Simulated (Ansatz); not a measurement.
Consider H3Si···SiH4 (doublet).

```xyz
9

Si    0.0007   -0.0001   -1.0752
H    -0.0006    0.0001    2.7775
H     1.4059    0.0001   -1.5327
H    -0.7022    1.2169   -1.5322
H    -0.7019   -1.2171   -1.5326
Si   -0.0002    0.0000    4.2531
H    -0.7519   -1.1705    4.7454
H     1.3895   -0.0658    4.7449
H    -0.6379    1.2363    4.7454
```

Level of theory: UKS BHLYP/6-31G* in Ansatz 0.2.0.

Q: Predict the electron density, electron localisation function and spin density between the atoms.

A: Si–H (1.48 Å): the density is about 0.79 e/Å³ at the midpoint; the ELF climbs to about 1 towards the hydrogen, as it does in any bond to H.
The unpaired spin (1 electron) lies mostly on Si1 (about 0.9), in electrons by Hirshfeld's partition.

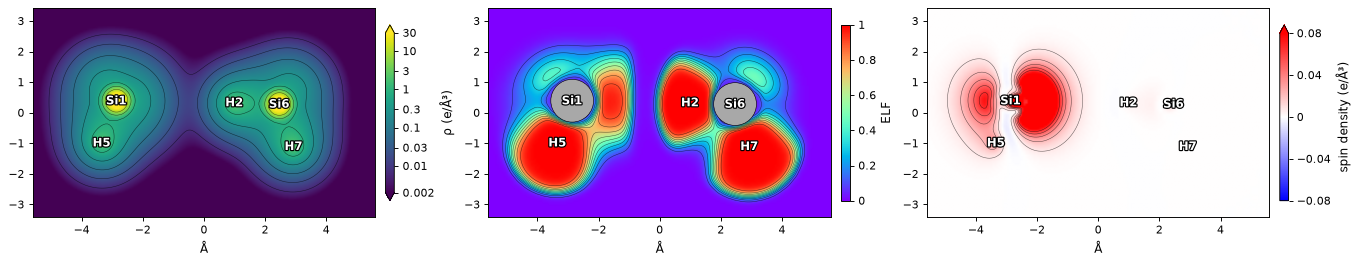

Computed electron density, electron localisation function and spin density on the plane of atoms H2, Si6 and H7, in this order. Grey discs cover the atomic cores in the ELF map. 
